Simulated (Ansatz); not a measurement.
Molecular dynamics of CH4AlNSSi (part 5 of 5)

CH4AlNSSi; RKS B3LYP/def2-SVP (Ansatz 0.2.0). It belongs to a series of runs on one base structure; here: dynamics from the highest image of the converged band.

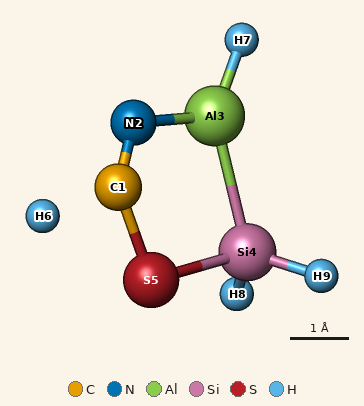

Figure 1. The geometry at step 177 of the log (ball-and-stick view, seen at a tilt; atoms are numbered from 1 in the order of the input).

**Trajectory as extended XYZ, continued**
```
9
Properties=species:S:1:pos:R:3:forces:R:3 step=154 time_fs=77.0 energy=-27893.54254 temperature=2793.0
C    -0.1767    1.5479   -0.9195    1.4153  -5.0262   2.3921
N     0.9822    1.0729   -0.9029    1.0933  -0.5562   0.2534
Al    1.2754   -0.5058    0.0525    0.7932   0.5667  -0.7042
Si   -0.9610   -0.9804    0.8329   -0.2828   0.4773  -0.3569
S    -1.6710    0.8648   -0.2406   -1.4345  -1.0037   0.8874
H    -0.5055    2.3898   -1.2951   -1.2576   5.3901  -2.6942
H     2.7770   -1.0542    0.1153   -0.3156  -0.0173   0.0914
H    -1.7290   -2.1928    0.3709    0.1283   0.2901   0.1211
H    -1.1557   -0.7346    2.2914   -0.1395  -0.1208   0.0099
9
Properties=species:S:1:pos:R:3:forces:R:3 step=157 time_fs=78.5 energy=-27893.35773 temperature=2651.7
C    -0.1620    1.5377   -0.9051   -2.7740   2.7822  -1.3297
N     0.9805    1.0675   -0.9058    1.4856  -0.4307   0.1982
Al    1.2784   -0.5057    0.0533    0.9090   0.3812  -0.6180
Si   -0.9622   -0.9830    0.8348   -0.3182   0.3720  -0.4389
S    -1.6720    0.8664   -0.2424   -1.0216  -0.8285   0.7848
H    -0.6832    2.6352   -1.4350    2.1590  -2.6052   1.0967
H     2.7911   -1.0717    0.1146   -0.5058   0.0879   0.0683
H    -1.7326   -2.2012    0.3659    0.2064   0.3800   0.1766
H    -1.1522   -0.7337    2.2902   -0.1403  -0.1388   0.0621
9
Properties=species:S:1:pos:R:3:forces:R:3 step=159 time_fs=79.5 energy=-27892.58476 temperature=1805.1
C    -0.1547    1.5330   -0.8966   -3.0725   2.7856  -1.4690
N     0.9806    1.0634   -0.9076    1.3961  -0.2618   0.1637
Al    1.2808   -0.5055    0.0536    0.9354   0.2521  -0.5509
Si   -0.9631   -0.9846    0.8358   -0.2678   0.3575  -0.4524
S    -1.6731    0.8671   -0.2433   -0.7566  -0.5735   0.6215
H    -0.7793    2.7752   -1.5190    2.2567  -2.9259   1.3677
H     2.7946   -1.0824    0.1149   -0.5628   0.1337   0.0566
H    -1.7326   -2.2023    0.3646    0.2112   0.3754   0.1809
H    -1.1515   -0.7347    2.2902   -0.1397  -0.1432   0.0820
9
Properties=species:S:1:pos:R:3:forces:R:3 step=162 time_fs=81.0 energy=-27891.75439 temperature=887.1
C    -0.1482    1.5301   -0.8859   -2.6317   1.9798  -1.2916
N     0.9826    1.0571   -0.9101    0.9625   0.0379   0.1467
Al    1.2850   -0.5051    0.0536    0.8703   0.1022  -0.4592
Si   -0.9647   -0.9867    0.8371   -0.1217   0.4407  -0.4103
S    -1.6751    0.8679   -0.2443   -0.5049  -0.2625   0.4310
H    -0.8837    2.9336   -1.6206    1.9445  -2.5798   1.3137
H     2.7900   -1.0961    0.1164   -0.5294   0.1536   0.0468
H    -1.7290   -2.1975    0.3659    0.1471   0.2691   0.1395
H    -1.1530   -0.7389    2.2916   -0.1366  -0.1409   0.0833
9
Properties=species:S:1:pos:R:3:forces:R:3 step=165 time_fs=82.5 energy=-27891.29749 temperature=381.1
C    -0.1465    1.5307   -0.8776   -1.8899   1.2622  -1.1835
N     0.9860    1.0508   -0.9124    0.3092   0.3896   0.1586
Al    1.2899   -0.5045    0.0533    0.6603   0.0400  -0.3909
Si   -0.9664   -0.9885    0.8380    0.0782   0.6283  -0.3049
S    -1.6775    0.8685   -0.2450   -0.3758  -0.0761   0.3290
H    -0.9462    3.0363   -1.6939    1.6909  -2.2929   1.2415
H     2.7741   -1.1066    0.1189   -0.3578   0.1127   0.0456
H    -1.7223   -2.1871    0.3700    0.0150   0.0670   0.0516
H    -1.1575   -0.7460    2.2947   -0.1300  -0.1307   0.0529
9
Properties=species:S:1:pos:R:3:forces:R:3 step=167 time_fs=83.5 energy=-27891.13263 temperature=198.5
C    -0.1473    1.5325   -0.8733   -1.3605   0.8827  -1.1734
N     0.9886    1.0469   -0.9137   -0.1762   0.6370   0.1769
Al    1.2935   -0.5041    0.0529    0.4471   0.0498  -0.3590
Si   -0.9675   -0.9894    0.8385    0.2206   0.7803  -0.2158
S    -1.6793    0.8689   -0.2453   -0.3281  -0.0042   0.2974
H    -0.9672    3.0770   -1.7279    1.5896  -2.1892   1.2250
H     2.7591   -1.1122    0.1211   -0.1788   0.0550   0.0485
H    -1.7175   -2.1791    0.3735   -0.0902  -0.0911  -0.0203
H    -1.1620   -0.7524    2.2975   -0.1236  -0.1203   0.0207
9
Properties=species:S:1:pos:R:3:forces:R:3 step=170 time_fs=85.0 energy=-27891.03973 temperature=95.7
C    -0.1505    1.5364   -0.8685   -0.6512   0.4754  -1.2362
N     0.9921    1.0419   -0.9155   -0.8492   0.9766   0.2133
Al    1.2991   -0.5035    0.0521    0.0596   0.1266  -0.3299
Si   -0.9690   -0.9903    0.8391    0.4010   0.9760  -0.0936
S    -1.6821    0.8694   -0.2457   -0.2903   0.0463   0.2890
H    -0.9705    3.0988   -1.7567    1.5236  -2.1482   1.2526
H     2.7339   -1.1198    0.1253    0.1443  -0.0615   0.0562
H    -1.7122   -2.1691    0.3783   -0.2262  -0.2918  -0.1188
H    -1.1710   -0.7640    2.3018   -0.1115  -0.0994  -0.0326
9
Properties=species:S:1:pos:R:3:forces:R:3 step=172 time_fs=86.0 energy=-27891.07564 temperature=135.6
C    -0.1533    1.5395   -0.8666   -0.3020   0.3328  -1.3263
N     0.9938    1.0394   -0.9166   -1.1932   1.1514   0.2398
Al    1.3029   -0.5030    0.0514   -0.2018   0.2019  -0.3214
Si   -0.9698   -0.9904    0.8395    0.4698   1.0414  -0.0446
S    -1.6841    0.8698   -0.2458   -0.2816   0.0471   0.3055
H    -0.9543    3.0876   -1.7610    1.5302  -2.1930   1.3091
H     2.7184   -1.1255    0.1288    0.3544  -0.1417   0.0617
H    -1.7112   -2.1657    0.3801   -0.2734  -0.3577  -0.1603
H    -1.1784   -0.7730    2.3045   -0.1026  -0.0822  -0.0635
9
Properties=species:S:1:pos:R:3:forces:R:3 step=175 time_fs=87.5 energy=-27891.30515 temperature=389.9
C    -0.1580    1.5448   -0.8658   -0.0455   0.3637  -1.5429
N     0.9948    1.0371   -0.9178   -1.4658   1.2929   0.2790
Al    1.3084   -0.5022    0.0502   -0.5091   0.3110  -0.3212
Si   -0.9708   -0.9900    0.8400    0.4665   1.0017  -0.0472
S    -1.6872    0.8704   -0.2458   -0.2925  -0.0024   0.3647
H    -0.9024    3.0310   -1.7436    1.6131  -2.3762   1.4633
H     2.7020   -1.1367    0.1351    0.5732  -0.2257   0.0653
H    -1.7145   -2.1669    0.3800   -0.2508  -0.3131  -0.1683
H    -1.1912   -0.7879    2.3072   -0.0892  -0.0519  -0.0927
9
Properties=species:S:1:pos:R:3:forces:R:3 step=177 time_fs=88.5 energy=-27891.61011 temperature=727.6
C    -0.1612    1.5486   -0.8668   -0.0791   0.5836  -1.7563
N     0.9942    1.0367   -0.9184   -1.4509   1.2854   0.3053
Al    1.3119   -0.5015    0.0492   -0.6137   0.3592  -0.3266
Si   -0.9712   -0.9893    0.8404    0.3970   0.8945  -0.1002
S    -1.6894    0.8707   -0.2457   -0.3210  -0.0753   0.4317
H    -0.8486    2.9651   -1.7148    1.7152  -2.5853   1.6228
H     2.6976   -1.1467    0.1401    0.6122  -0.2358   0.0614
H    -1.7197   -2.1715    0.3779   -0.1787  -0.1971  -0.1403
H    -1.2008   -0.7984    2.3079   -0.0810  -0.0293  -0.0978
9
Properties=species:S:1:pos:R:3:forces:R:3 step=180 time_fs=90.0 energy=-27892.38277 temperature=1582.1
C    -0.1661    1.5553   -0.8709   -0.3957   1.2137  -2.1810
N     0.9915    1.0378   -0.9189   -1.1021   1.0855   0.3550
Al    1.3167   -0.5002    0.0475   -0.5972   0.3744  -0.3383
Si   -0.9716   -0.9877    0.8408    0.2304   0.6795  -0.2332
S    -1.6929    0.8713   -0.2452   -0.4170  -0.2565   0.5831
H    -0.7367    2.8190   -1.6417    1.8840  -2.9775   1.9277
H     2.7018   -1.1659    0.1486    0.4932  -0.1690   0.0434
H    -1.7305   -2.1814    0.3724   -0.0249   0.0423  -0.0719
H    -1.2167   -0.8148    2.3073   -0.0706   0.0075  -0.0848
9
Properties=species:S:1:pos:R:3:forces:R:3 step=182 time_fs=91.0 energy=-27893.13854 temperature=2413.8
C    -0.1698    1.5610   -0.8758   -0.5620   1.5209  -2.3571
N     0.9887    1.0394   -0.9189   -0.6805   0.8146   0.4096
Al    1.3197   -0.4992    0.0462   -0.4893   0.3441  -0.3437
Si   -0.9718   -0.9863    0.8410    0.1094   0.5447  -0.3374
S    -1.6953    0.8715   -0.2447   -0.5309  -0.4131   0.7102
H    -0.6399    2.6866   -1.5704    1.8150  -2.9648   1.9861
H     2.7106   -1.1808    0.1549    0.3239  -0.0802   0.0242
H    -1.7382   -2.1878    0.3678    0.0793   0.2004  -0.0259
H    -1.2282   -0.8256    2.3059   -0.0649   0.0333  -0.0661
9
Properties=species:S:1:pos:R:3:forces:R:3 step=185 time_fs=92.5 energy=-27893.92493 temperature=3233.4
C    -0.1759    1.5713   -0.8865    0.9514  -2.3732   0.0818
N     0.9838    1.0428   -0.9184   -0.0292   0.2860   0.5414
Al    1.3238   -0.4974    0.0441   -0.2436   0.2395  -0.3340
Si   -0.9719   -0.9839    0.8410   -0.0199   0.4032  -0.4794
S    -1.6993    0.8717   -0.2435   -0.7262  -0.5393   0.8205
H    -0.4650    2.4407   -1.4310   -0.0908   1.4493  -0.6050
H     2.7291   -1.2043    0.1646    0.0169   0.0836  -0.0111
H    -1.7480   -2.1935    0.3605    0.1982   0.3770   0.0200
H    -1.2465   -0.8412    2.3026   -0.0567   0.0739  -0.0341
9
Properties=species:S:1:pos:R:3:forces:R:3 step=187 time_fs=93.5 energy=-27892.34439 temperature=1514.9
C    -0.1792    1.5760   -0.8936    4.0798 -14.8692   7.9275
N     0.9804    1.0454   -0.9176    0.2813  -0.0963   0.6548
Al    1.3264   -0.4961    0.0425   -0.0746   0.1389  -0.3082
Si   -0.9721   -0.9821    0.8408   -0.0387   0.3479  -0.5393
S    -1.7023    0.8716   -0.2424   -0.7281  -0.3981   0.7170
H    -0.3474    2.2914   -1.3440   -3.5291  14.1483  -8.4261
H     2.7420   -1.2192    0.1710   -0.1787   0.1921  -0.0360
H    -1.7524   -2.1931    0.3558    0.2384   0.4347   0.0269
H    -1.2594   -0.8507    2.3000   -0.0502   0.1017  -0.0166
9
Properties=species:S:1:pos:R:3:forces:R:3 step=190 time_fs=95.0 energy=-27892.87870 temperature=2070.2
C    -0.1786    1.5601   -0.8920    1.4633 -10.1242   5.2384
N     0.9758    1.0490   -0.9155    1.3017  -1.1427   0.8903
Al    1.3303   -0.4941    0.0399    0.1231  -0.0404  -0.2405
Si   -0.9723   -0.9792    0.8402   -0.0235   0.3007  -0.5347
S    -1.7071    0.8713   -0.2404   -0.6367  -0.2007   0.5349
H    -0.2298    2.3292   -1.3688   -2.0390  10.3491  -5.8264
H     2.7577   -1.2378    0.1799   -0.3973   0.3172  -0.0657
H    -1.7547   -2.1846    0.3492    0.2401   0.4058   0.0021
H    -1.2797   -0.8632    2.2958   -0.0317   0.1352   0.0016
9
Properties=species:S:1:pos:R:3:forces:R:3 step=192 time_fs=96.0 energy=-27893.77744 temperature=3086.7
C    -0.1761    1.5374   -0.8845    0.1844   1.0446  -1.2590
N     0.9738    1.0505   -0.9133    1.9614  -1.7059   0.9607
Al    1.3329   -0.4928    0.0381    0.1940  -0.1488  -0.1769
Si   -0.9724   -0.9771    0.8396    0.0033   0.3026  -0.4733
S    -1.7106    0.8709   -0.2388   -0.5886  -0.1518   0.4653
H    -0.1813    2.5003   -1.4695   -1.4674  -0.1718   0.5946
H     2.7637   -1.2465    0.1851   -0.4773   0.3687  -0.0817
H    -1.7533   -2.1741    0.3449    0.2017   0.3131  -0.0359
H    -1.2936   -0.8699    2.2929   -0.0116   0.1493   0.0061
9
Properties=species:S:1:pos:R:3:forces:R:3 step=195 time_fs=97.5 energy=-27892.77879 temperature=2018.4
C    -0.1720    1.5050   -0.8751   -0.2690   4.2710  -2.7848
N     0.9733    1.0506   -0.9089    2.1721  -1.8668   0.8884
Al    1.3370   -0.4909    0.0352    0.2084  -0.2738  -0.0625
Si   -0.9726   -0.9738    0.8384    0.1043   0.3696  -0.3293
S    -1.7161    0.8704   -0.2362   -0.4334   0.0073   0.2988
H    -0.1353    2.7524   -1.6093   -1.4022  -3.1596   2.2099
H     2.7642   -1.2530    0.1914   -0.4938   0.3931  -0.0994
H    -1.7479   -2.1531    0.3376    0.0900   0.0983  -0.1192
H    -1.3145   -0.8773    2.2888    0.0236   0.1609  -0.0019
9
Properties=species:S:1:pos:R:3:forces:R:3 step=197 time_fs=98.5 energy=-27892.12566 temperature=1298.0
C    -0.1696    1.4875   -0.8715   -0.4370   4.1207  -2.5162
N     0.9748    1.0491   -0.9052    2.0207  -1.7209   0.7761
Al    1.3398   -0.4897    0.0333    0.1634  -0.3412   0.0238
Si   -0.9727   -0.9714    0.8374    0.1852   0.4488  -0.2229
S    -1.7199    0.8700   -0.2344   -0.2954   0.1110   0.1857
H    -0.1214    2.8851   -1.6773   -1.2539  -3.0785   2.0518
H     2.7586   -1.2527    0.1944   -0.4311   0.3679  -0.1032
H    -1.7430   -2.1377    0.3314   -0.0009  -0.0691  -0.1810
H    -1.3283   -0.8803    2.2860    0.0490   0.1614  -0.0141
9
Properties=species:S:1:pos:R:3:forces:R:3 step=200 time_fs=100.0 energy=-27891.52239 temperature=630.2
C    -0.1666    1.4673   -0.8699   -0.5536   3.6125  -2.0406
N     0.9796    1.0446   -0.8986    1.6110  -1.3571   0.5766
Al    1.3441   -0.4882    0.0304    0.0030  -0.4087   0.1552
Si   -0.9727   -0.9676    0.8358    0.2826   0.5602  -0.0881
S    -1.7258    0.8695   -0.2315   -0.0765   0.2198   0.0456
H    -0.1226    3.0297   -1.7432   -1.0022  -2.7562   1.7336
H     2.7428   -1.2457    0.1971   -0.2282   0.2652  -0.0929
H    -1.7360   -2.1162    0.3187   -0.1191  -0.2884  -0.2548
H    -1.3480   -0.8819    2.2816    0.0831   0.1526  -0.0345
```

This output came from the following input.

**Input file**
```yaml
crystal:
  periodic: [false, false, false]
  atoms:
    - { symbol: C, position_ang: [-0.269618, 1.545562, -0.950418] }
    - { symbol: "N", position_ang: [0.948778, 1.018672, -0.872904] }
    - { symbol: Al, position_ang: [1.36474, -0.529255, 0.048889] }
    - { symbol: Si, position_ang: [-0.942518, -0.92098, 0.793736] }
    - { symbol: S, position_ang: [-1.75551, 0.870936, -0.194576] }
    - { symbol: H, position_ang: [0.737686, 2.075943, -1.500868] }
    - { symbol: H, position_ang: [2.817037, -1.137298, 0.141517] }
    - { symbol: H, position_ang: [-1.619164, -2.1363, 0.256249] }
    - { symbol: H, position_ang: [-1.19293, -0.83338, 2.261275] }
basis:
  gaussian: { orbitals: def2-SVP }
hamiltonian:
  xc: b3lyp
md:
  timestep: 0.5
  n_steps: 200
  ensemble: nve
  temperature: 100.0
  initial_velocities: maxwell_boltzmann
  seed: 12207
```

Launch command:
```bash
ansatz run input.yaml --threads 2 --pin off --max-ram 3072MiB --backend cpu --events-out ev --progress --plain --runs-dir out
```

**Results in brief**

| quantity | value |
| --- | --- |
| outcome | finished |
| mean temperature over the second half | 1406 K |
| trajectory | 200 steps, 100 fs |
| ensemble | nve |
| temperature in the input | 100.0 K |
| time step | 0.5 fs |
| potential energy (last step) | −27891.5227 eV |
| mean-field energy (last step) | −27891.5227 eV |
| largest force (length of the vector) (last step) | 4.186 eV/Å |
| hardware | 2 threads of Intel Xeon (Granite Rapids), 16 GiB of memory available, shared host |
| wall time | 5.1 min (CPU time 9.9 min) |
| peak memory | 0.25 GiB |

**Remarks**

So short a trajectory is not equilibrated.
